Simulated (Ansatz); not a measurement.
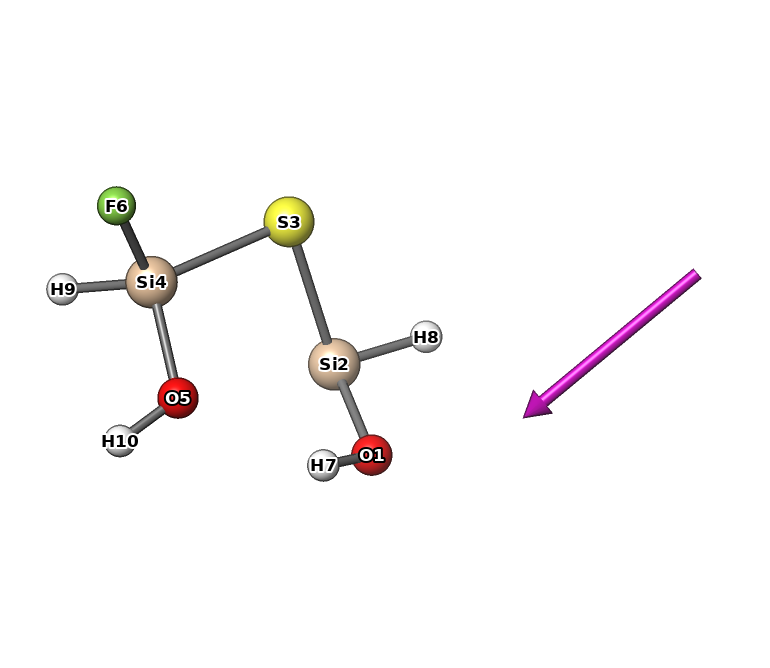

The arrow beside the molecule shows the direction of the dipole moment, from the negative to the positive end (its length means nothing). State: neutral, doublet. Computed geometry: PBE0-D4/def2-TZVP optimisation. No frequency run is at hand to confirm it as a minimum. Level of theory: UKS PBE0-D4/def2-TZVP (Ansatz 0.2.0).

Question: Estimate the dipole moment.

Answer: 2.69 D; it points from the side of H8 to the side of H10 (the outermost atoms at the two ends).
